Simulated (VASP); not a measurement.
Band structure of SnSe2 (space group P-3m1). Method: modified Becke-Johnson potential (mBJ) with spin-orbit coupling, VASP's PBE PAW potentials (set 64) (plane waves; VASP).

mBJ is a potential without an energy functional, so only the levels count. Without a dispersion term in the relaxation, distances and binding between the weakly bound layers, chains or molecules are unreliable, and so is what depends on them.

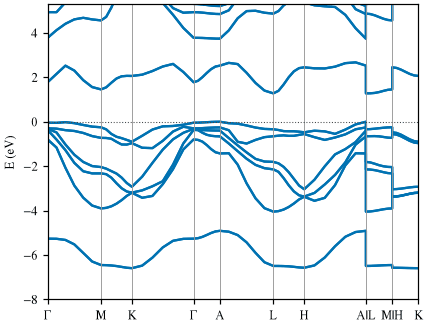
Fig. 1. Bands along high-symmetry lines, zero at the valence-band maximum or, without a gap, the Fermi level

### Question
Read the plot: is there a gap, and where are the band edges?

### Answer
The gap is indirect, 1.28 eV, from the valence maximum at A to the conduction minimum at L.

The structure comes from a computed database's SnSe2 entry (P-3m1); how it stands against other phases isn't given here. It was relaxed first, which changed the volume by +7 %. The cell's shape comes from a PBE relaxation.
